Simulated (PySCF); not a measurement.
**C$_{4}$H$_{11}$ClP$_{2}$Si (SMILES C=C(C)C[Si](P)(P)Cl): density, localisation and related maps**

```xyz
19

C    -1.7850    0.4904    1.1405
C    -1.3489   -0.3266    0.1909
C    -2.0942   -0.5598   -1.0840
C    -0.0347   -1.0313    0.3038
Si    1.3518    0.0595   -0.4923
P     0.6107    2.1941   -0.3733
P     3.4247   -0.3058    0.3772
Cl    1.4999   -0.4100   -2.4790
H    -1.2396    0.6375    2.0581
H    -2.7182    1.0183    1.0519
H    -2.3629   -1.6121   -1.1747
H    -3.0000    0.0381   -1.1241
H    -1.4649   -0.3041   -1.9357
H    -0.0723   -1.9963   -0.2001
H     0.2111   -1.2066    1.3510
H     1.8222    2.7434   -0.7666
H     0.9250    2.3378    0.9685
H     3.0179   -0.0822    1.6833
H     3.2475   -1.6750    0.4971
```

Geometry: GFN2-xTB.

Theory: PySCF 2.14.0, PBE0/pcSseg-1, SCF density, gas phase, non-relativistic.

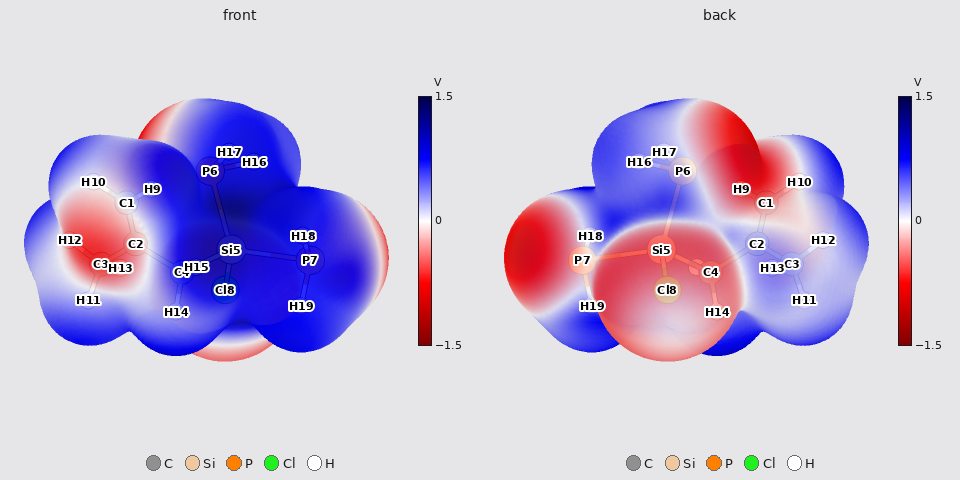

Figure 1. The electrostatic potential painted on the density surface at 0.002 e/bohr³, seen from the front and from behind; the colour scale runs from red (negative) to blue (positive).

### Which sites attract a positive test charge, and which a negative one?

A positive charge is drawn to the negative regions and a negative charge to the positive ones. The most negative region (about −0.9 V) lies over P6 and P7, the most positive (about +1.2 V) over Si5.

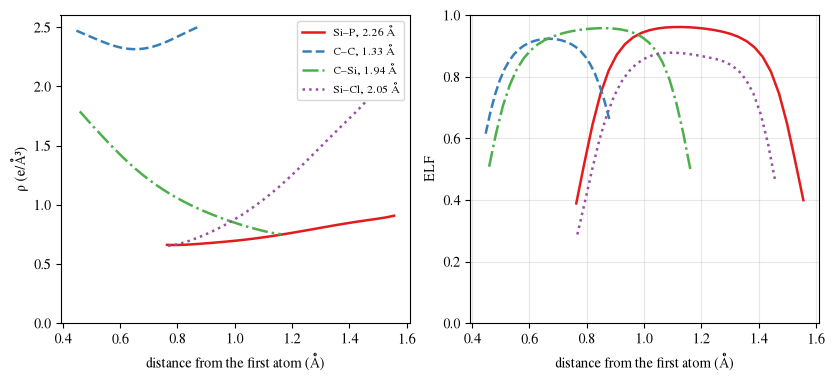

Figure 2. Total electron density and ELF along straight lines between neighbouring atoms. The curves leave out the atomic cores.

### What can be read from the curves?

Si–P (2.26 Å): the density is about 0.74 e/Å³ at the midpoint, with its minimum of 0.66 e/Å³ about 0.8 Å from Si; the ELF peaks at about 0.95 between the atoms (a shared electron pair).
C–C (1.33 Å): ρ is about 2.3 e/Å³ halfway; the ELF peaks at about 0.90 between the atoms (a short, multiple covalent bond).
C–Si (1.94 Å): ρ at the midpoint is about 0.88 e/Å³; the ELF peaks at about 0.95 between the atoms (a covalent bond).
Si–Cl (2.05 Å): ρ at the midpoint is about 0.91 e/Å³; the ELF peaks at about 0.90 between the atoms; a polar covalent bond.
